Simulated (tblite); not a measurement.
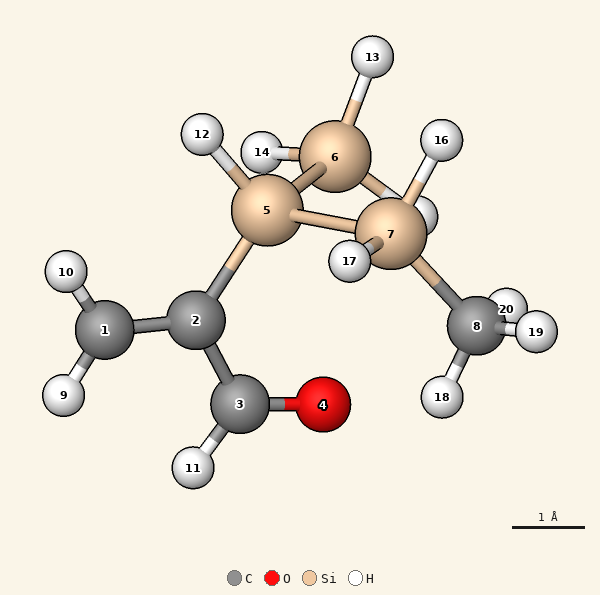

The input geometry (ball-and-stick view, seen at a tilt; atoms are numbered from 1 in the order of the input).

**Run report: C4H12OSi3, geometry relaxation (part 1 of 3)**

C4H12OSi3, computed with GFN2-xTB geometry optimisation, gas phase (tblite 0.8.0).

### Output
```
step      E/eV     max force
  0    -648.76383    1.903
  1    -648.87182    2.150
  2    -648.90961    0.647
  3    -648.92334    0.323
  4    -648.93956    0.356
  5    -648.94849    0.285
  6    -648.96208    0.293
  7    -648.97337    0.239
  8    -648.98382    0.258
  9    -648.99227    0.192
 10    -648.99795    0.145
 11    -649.00156    0.135
 12    -649.00422    0.119
 13    -649.00634    0.103
 14    -649.00783    0.076
 15    -649.00871    0.058
 16    -649.00934    0.056
 17    -649.01004    0.078
 18    -649.01087    0.090
 19    -649.01177    0.076
 20    -649.01256    0.073
 21    -649.01321    0.055
 22    -649.01380    0.069
 23    -649.01444    0.068
 24    -649.01524    0.073
 25    -649.01621    0.076
 26    -649.01727    0.068
 27    -649.01831    0.067
 28    -649.01929    0.074
 29    -649.02024    0.063
 30    -649.02118    0.072
 31    -649.02210    0.085
 32    -649.02293    0.077
 33    -649.02371    0.069
 34    -649.02453    0.067
 35    -649.02537    0.069
 36    -649.02619    0.070
 37    -649.02694    0.063
 38    -649.02761    0.062
 39    -649.02826    0.058
 40    -649.02891    0.057
 41    -649.02950    0.058
 42    -649.02999    0.053
 43    -649.03035    0.045
 44    -649.03067    0.038
 45    -649.03101    0.047
 46    -649.03138    0.051
 47    -649.03177    0.048
 48    -649.03211    0.043
 49    -649.03240    0.037
 50    -649.03266    0.039
 51    -649.03289    0.037
 52    -649.03309    0.040
 53    -649.03326    0.034
 54    -649.03342    0.030
 55    -649.03357    0.032
 56    -649.03370    0.031
 57    -649.03383    0.030
 58    -649.03396    0.027
 59    -649.03412    0.034
 60    -649.03431    0.037
 61    -649.03455    0.047
 62    -649.03481    0.050
 63    -649.03507    0.044
 64    -649.03527    0.033
 65    -649.03542    0.025
 66    -649.03552    0.024
 67    -649.03561    0.022
 68    -649.03570    0.023
 69    -649.03581    0.026
 70    -649.03595    0.032
 71    -649.03615    0.041
 72    -649.03639    0.047
 73    -649.03660    0.036
 74    -649.03676    0.031
 75    -649.03688    0.026
 76    -649.03703    0.030
 77    -649.03724    0.046
 78    -649.03755    0.059
 79    -649.03792    0.056
 80    -649.03830    0.046
 81    -649.03861    0.042
 82    -649.03876    0.050
 83    -649.03902    0.042
 84    -649.03924    0.043
 85    -649.03969    0.045
 86    -649.04021    0.065
 87    -649.04083    0.077
 88    -649.04167    0.062
 89    -649.04229    0.072
 90    -649.04249    0.137
 91    -649.04334    0.082
 92    -649.04406    0.046
 93    -649.04461    0.048
 94    -649.04486    0.040
 95    -649.04501    0.028
 96    -649.04519    0.029
 97    -649.04552    0.035
 98    -649.04602    0.048
 99    -649.04653    0.075
100    -649.04627    0.088
101    -649.04710    0.044
102    -649.04730    0.035
103    -649.04759    0.029
104    -649.04767    0.028
105    -649.04782    0.032
106    -649.04796    0.038
107    -649.04824    0.058
108    -649.04856    0.061
109    -649.04884    0.041
110    -649.04908    0.040
111    -649.04940    0.060
112    -649.05000    0.086
113    -649.05077    0.100
114    -649.05167    0.073
115    -649.05241    0.058
116    -649.05287    0.062
117    -649.05335    0.074
118    -649.05388    0.048
119    -649.05411    0.053
120    -649.05425    0.054
121    -649.05446    0.045
122    -649.05482    0.044
123    -649.05528    0.042
124    -649.05551    0.035
125    -649.05568    0.032
126    -649.05581    0.024
127    -649.05597    0.035
128    -649.05611    0.036
129    -649.05623    0.025
130    -649.05633    0.020
131    -649.05642    0.021
132    -649.05651    0.021
133    -649.05659    0.017
134    -649.05665    0.016
135    -649.05668    0.012
136    -649.05671    0.015
137    -649.05675    0.016
138    -649.05681    0.017
139    -649.05689    0.025
140    -649.05700    0.025
141    -649.05710    0.022
142    -649.05720    0.021
143    -649.05730    0.020
144    -649.05741    0.029
145    -649.05753    0.035
146    -649.05768    0.031
147    -649.05782    0.036
148    -649.05794    0.031
149    -649.05804    0.020
150    -649.05814    0.022
151    -649.05825    0.021
152    -649.05837    0.021
153    -649.05849    0.025
154    -649.05862    0.023
155    -649.05875    0.027
156    -649.05887    0.030
157    -649.05900    0.028
158    -649.05913    0.025
159    -649.05925    0.024
160    -649.05932    0.021
161    -649.05939    0.022
162    -649.05944    0.013
163    -649.05948    0.014
164    -649.05953    0.015
165    -649.05958    0.013
166    -649.05966    0.017
167    -649.05974    0.018
168    -649.05983    0.019
169    -649.05991    0.017
170    -649.06000    0.020
171    -649.06010    0.019
172    -649.06020    0.018
173    -649.06031    0.018
174    -649.06039    0.020
175    -649.06045    0.014
176    -649.06049    0.020
177    -649.06053    0.019
178    -649.06061    0.021
179    -649.06065    0.019
180    -649.06073    0.017
181    -649.06080    0.016
182    -649.06089    0.018
183    -649.06099    0.022
184    -649.06112    0.027
185    -649.06126    0.025
186    -649.06139    0.023
187    -649.06149    0.021
188    -649.06158    0.016
189    -649.06166    0.024
190    -649.06174    0.028
191    -649.06181    0.016
192    -649.06190    0.017
193    -649.06197    0.014
194    -649.06201    0.014
195    -649.06204    0.013
196    -649.06207    0.012
197    -649.06212    0.011
198    -649.06215    0.011
199    -649.06217    0.012
200    -649.06219    0.010
201    -649.06222    0.012
202    -649.06226    0.014
203    -649.06231    0.015
204    -649.06236    0.020
205    -649.06241    0.018
206    -649.06245    0.024
207    -649.06249    0.015
208    -649.06254    0.018
209    -649.06259    0.017
210    -649.06264    0.020
211    -649.06270    0.019
212    -649.06277    0.020
213    -649.06285    0.024
214    -649.06295    0.027
215    -649.06307    0.027
216    -649.06320    0.031
217    -649.06335    0.032
218    -649.06352    0.027
219    -649.06371    0.049
220    -649.06391    0.048
221    -649.06408    0.033
222    -649.06417    0.028
223    -649.06422    0.024
224    -649.06426    0.015
225    -649.06430    0.016
226    -649.06434    0.020
227    -649.06439    0.020
228    -649.06442    0.021
229    -649.06445    0.018
230    -649.06448    0.011
231    -649.06450    0.008
```

### Trajectory as extended XYZ (Å, eV, eV/Å), 24 of the 232 frames kept, from step=0 to step=231
```
20
Properties=species:S:1:pos:R:3:forces:R:3 step=0 energy=-648.76383
C    -1.8641   -2.2133    0.6177   -0.0900   0.1010   0.1820
C    -1.2052   -1.2009    0.0218   -0.7000  -1.5650  -0.6710
C    -1.0195   -1.2866   -1.4411    0.6680   1.5060  -0.3650
O    -0.4310   -0.4277   -2.1026   -0.8550  -1.3310   1.0580
Si   -0.4985    0.2300    0.9423    0.4610   1.1130   0.5450
Si   -1.1551    2.2493    0.0534   -0.2160   0.4770  -0.1520
Si    1.8016    0.2065    0.9227   -0.1400  -0.3290   1.7040
C     2.5070    0.3089   -0.7687    0.4500  -0.2430  -1.4110
H    -2.2741   -3.0525    0.0602    0.1300   0.1660   0.0920
H    -2.0499   -2.2351    1.6974    0.1540   0.0840  -0.5940
H    -1.4802   -2.1657   -1.9374    0.1340   0.1170   0.1010
H    -0.9721    0.1464    2.3525   -0.0450  -0.1940  -0.2200
H    -0.8114    3.3439    1.0154   -0.1320  -0.3330  -0.3600
H    -2.6216    2.2703   -0.1403    0.2180   0.1540  -0.0520
H    -0.4876    2.5646   -1.2339   -0.2340  -0.0360   0.3600
H     2.3013    1.3406    1.7564   -0.0770  -0.2810  -0.2260
H     2.2741   -1.0422    1.5876    0.0890   0.2510  -0.1290
H     2.2337   -0.5780   -1.3713    0.1390   0.5380   0.2430
H     3.5933    0.3577   -0.7353    0.0030  -0.0110  -0.1110
H     2.1543    1.1945   -1.2999    0.0430  -0.1830   0.0060
20
Properties=species:S:1:pos:R:3:forces:R:3 step=10 energy=-648.99795
C    -1.8908   -2.2337    0.6182   -0.0060  -0.0070   0.0710
C    -1.2386   -1.2274    0.0372    0.0930   0.0270   0.0190
C    -1.0295   -1.2625   -1.3993   -0.0250   0.0790  -0.0280
O    -0.4381   -0.4044   -2.0121   -0.0120  -0.0350   0.0050
Si   -0.4803    0.2721    0.9313    0.0150   0.0150  -0.0470
Si   -1.2204    2.2786    0.0288   -0.0040   0.0790  -0.0260
Si    1.8451    0.1498    0.9818    0.0530   0.0000  -0.0140
C     2.5454    0.2983   -0.7785   -0.0260  -0.0290   0.0150
H    -2.2796   -3.0744    0.0597   -0.0070   0.0190   0.0320
H    -2.0474   -2.2373    1.6817   -0.0700  -0.0790   0.0660
H    -1.4637   -2.1462   -1.9111    0.0550   0.0400  -0.1000
H    -1.0214    0.0677    2.2948   -0.0110   0.0080   0.0390
H    -0.8487    3.3545    0.9683   -0.0960  -0.0770  -0.0770
H    -2.6736    2.3652   -0.1933    0.1220   0.0280  -0.0060
H    -0.5339    2.5947   -1.2281   -0.1100  -0.0170   0.0540
H     2.3416    1.3033    1.7599    0.0040  -0.1080  -0.0160
H     2.3877   -1.0680    1.6217    0.0050   0.1040  -0.0700
H     2.2496   -0.5522   -1.3829    0.0120  -0.0910  -0.0270
H     3.6297    0.3546   -0.7939    0.0090  -0.0100   0.0370
H     2.1618    1.1778   -1.2872   -0.0020   0.0560   0.0720
20
Properties=species:S:1:pos:R:3:forces:R:3 step=20 energy=-649.01256
C    -1.8920   -2.2368    0.6332   -0.0030  -0.0040   0.0030
C    -1.2284   -1.2381    0.0497    0.0070  -0.0030   0.0040
C    -1.0234   -1.2531   -1.3905   -0.0440   0.0560   0.0170
O    -0.4404   -0.3742   -1.9810    0.0320   0.0260  -0.0110
Si   -0.4769    0.2744    0.9287    0.0170   0.0370  -0.0310
Si   -1.2309    2.2788    0.0174   -0.0290   0.0010  -0.0090
Si    1.8488    0.1369    0.9798    0.0270  -0.0070  -0.0470
C     2.5499    0.2848   -0.7775    0.0050   0.0010  -0.0390
H    -2.2888   -3.0700    0.0713   -0.0100  -0.0270  -0.0150
H    -2.0628   -2.2551    1.6960    0.0000   0.0110   0.0130
H    -1.4466   -2.1200   -1.9387    0.0240  -0.0010   0.0230
H    -1.0192    0.0782    2.2944   -0.0010   0.0160   0.0270
H    -0.8964    3.3583    0.9582   -0.0030  -0.0190  -0.0250
H    -2.6758    2.3863   -0.2139   -0.0110  -0.0400   0.0020
H    -0.5781    2.6003   -1.2506   -0.0030  -0.0030   0.0170
H     2.3669    1.2678    1.7684   -0.0020  -0.0060   0.0030
H     2.4240   -1.0664    1.6003   -0.0090  -0.0460   0.0030
H     2.2619   -0.5587   -1.3992   -0.0030  -0.0110   0.0410
H     3.6354    0.3408   -0.7821   -0.0230   0.0050   0.0150
H     2.1677    1.1765   -1.2669    0.0310   0.0130   0.0100
20
Properties=species:S:1:pos:R:3:forces:R:3 step=30 energy=-649.02118
C    -1.8943   -2.2303    0.6401   -0.0060  -0.0010   0.0160
C    -1.2326   -1.2230    0.0692    0.0220  -0.0410   0.0100
C    -1.0127   -1.2092   -1.3674   -0.0610   0.0200  -0.0120
O    -0.4379   -0.3059   -1.9299    0.0250   0.0020  -0.0170
Si   -0.4652    0.2900    0.9293   -0.0280   0.0620   0.0240
Si   -1.2688    2.2620   -0.0069    0.0050  -0.0210   0.0090
Si    1.8539    0.1084    0.9707    0.0110   0.0170  -0.0460
C     2.5651    0.2782   -0.7780    0.0290  -0.0100  -0.0350
H    -2.2958   -3.0618    0.0773    0.0180   0.0180  -0.0480
H    -2.0637   -2.2593    1.7027    0.0020   0.0270   0.0320
H    -1.4071   -2.0722   -1.9396    0.0060  -0.0220   0.0070
H    -0.9861    0.1418    2.3098   -0.0140  -0.0340   0.0140
H    -0.9550    3.3505    0.9256   -0.0190   0.0390   0.0150
H    -2.7178    2.3163   -0.2316   -0.0030  -0.0270  -0.0020
H    -0.6240    2.6003   -1.2716    0.0010  -0.0010  -0.0280
H     2.3922    1.2124    1.7777    0.0210   0.0230   0.0480
H     2.4139   -1.1222    1.5514   -0.0230  -0.0380   0.0210
H     2.2715   -0.5631   -1.3996    0.0150   0.0170  -0.0190
H     3.6504    0.3182   -0.7635    0.0100  -0.0140  -0.0170
H     2.2087    1.1795   -1.2689   -0.0100  -0.0160   0.0270
20
Properties=species:S:1:pos:R:3:forces:R:3 step=40 energy=-649.02891
C    -1.8866   -2.2074    0.6495   -0.0120   0.0090   0.0050
C    -1.2232   -1.1931    0.0937    0.0320  -0.0260  -0.0030
C    -1.0045   -1.1685   -1.3422   -0.0260   0.0250  -0.0390
O    -0.4415   -0.2535   -1.8988    0.0210  -0.0060  -0.0280
Si   -0.4505    0.3212    0.9508   -0.0440   0.0110   0.0300
Si   -1.3020    2.2551   -0.0228    0.0090  -0.0410   0.0210
Si    1.8672    0.0896    0.9567   -0.0230  -0.0180   0.0100
C     2.5957    0.2638   -0.7862    0.0080   0.0180   0.0050
H    -2.2852   -3.0258    0.0649    0.0090   0.0080   0.0030
H    -2.0625   -2.2507    1.7106    0.0010   0.0100   0.0180
H    -1.3811   -2.0349   -1.9216   -0.0040  -0.0140   0.0170
H    -0.9683    0.1617    2.3362    0.0270  -0.0010  -0.0500
H    -1.0478    3.3778    0.8882   -0.0260   0.0300  -0.0050
H    -2.7511    2.2119   -0.2498   -0.0070   0.0060  -0.0020
H    -0.6768    2.5926   -1.2987    0.0030   0.0040   0.0090
H     2.4334    1.1466    1.8108    0.0320  -0.0060  -0.0150
H     2.3511   -1.1844    1.5134    0.0130  -0.0230   0.0120
H     2.2944   -0.5593   -1.4275   -0.0290   0.0080   0.0080
H     3.6811    0.2878   -0.7742    0.0270  -0.0070   0.0290
H     2.2529    1.1804   -1.2560   -0.0130   0.0130  -0.0250
20
Properties=species:S:1:pos:R:3:forces:R:3 step=50 energy=-649.03266
C    -1.8778   -2.1863    0.6545   -0.0050   0.0120  -0.0080
C    -1.2092   -1.1766    0.0965    0.0110   0.0090  -0.0060
C    -1.0000   -1.1547   -1.3420   -0.0080   0.0150  -0.0110
O    -0.4406   -0.2436   -1.9082    0.0100  -0.0070  -0.0060
Si   -0.4403    0.3383    0.9593   -0.0220  -0.0170   0.0050
Si   -1.3269    2.2519   -0.0212    0.0010   0.0050  -0.0040
Si    1.8736    0.0707    0.9552   -0.0190   0.0060   0.0340
C     2.6057    0.2634   -0.7828    0.0000  -0.0090   0.0020
H    -2.2782   -3.0013    0.0664   -0.0030  -0.0100   0.0240
H    -2.0546   -2.2283    1.7161    0.0060   0.0040  -0.0080
H    -1.3817   -2.0247   -1.9133   -0.0040  -0.0090   0.0120
H    -0.9498    0.1639    2.3441    0.0150   0.0120  -0.0260
H    -1.1290    3.4099    0.8605   -0.0070  -0.0130   0.0120
H    -2.7722    2.1607   -0.2611   -0.0080  -0.0040  -0.0060
H    -0.6987    2.5879   -1.2961    0.0040   0.0020   0.0060
H     2.4859    1.0972    1.8135    0.0070   0.0060   0.0180
H     2.3249   -1.2248    1.4948    0.0070   0.0030  -0.0140
H     2.2914   -0.5477   -1.4317   -0.0040  -0.0230  -0.0240
H     3.6912    0.2669   -0.7572    0.0230  -0.0050  -0.0170
H     2.2812    1.1878   -1.2506   -0.0030   0.0220   0.0180
```
